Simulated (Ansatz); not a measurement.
One stationary structure of BP. Space group F-43m (No. 216), zinc blende type. All values below come from PBEsol (plane waves to 420 eV, PAW, scalar-relativistic; Ansatz, a quantum-chemistry and plane-wave program).

```cif
data_BP
_chemical_formula_sum 'P1 B1'
_space_group_name_H-M_alt 'P 1'
_space_group_IT_number 1
_cell_length_a 3.19627
_cell_length_b 3.19627
_cell_length_c 3.19627
_cell_angle_alpha 60.000
_cell_angle_beta 60.000
_cell_angle_gamma 60.000
loop_
_space_group_symop_operation_xyz
  'x, y, z'
loop_
_atom_site_label
_atom_site_type_symbol
_atom_site_fract_x
_atom_site_fract_y
_atom_site_fract_z
_atom_site_occupancy
P1 P 0.75000 0.75000 0.75000 1
B1 B 0.00000 0.00000 0.00000 1
```

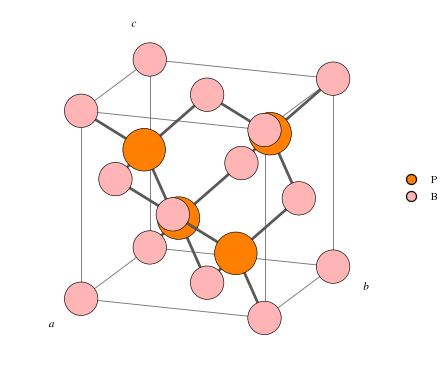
The conventional cell of the relaxed structure

| Item | Result |
|---|---|
| Volume per atom | 11.54 Å³ |
| Band gap | 1.11 eV, indirect (valence top at Γ, conduction bottom at 83 % of the way from Γ to X) (no spin-orbit coupling) |
| Smallest direct gap | 3.38 eV at Γ |
| Shortest distances | B–P 1.96 Å; P–P 3.20 Å; B–B 3.20 Å |
| k-mesh | 13×13×13 |

No spin polarisation in the result.

Measured for BP: a 4.525 Å (static lattice; corrected from measurement; as listed in Daniel Mejia-Rodriguez, S. B. Trickey, Phys. Rev. B (2018)); gap 2 eV (room temperature; as listed in arXiv:1206.3780). Computed minus measured — a: PBEsol -0.1 %; gap: PBEsol -0.89 eV. The computed values are for a static lattice, and a measured gap can be an optical one, lowered by exciton binding.

The run could not lose the symmetry of its start; a randomly shaken copy of 2 atoms returns to this structure.

All atoms sit on sites fixed by symmetry, so only the cell could relax.
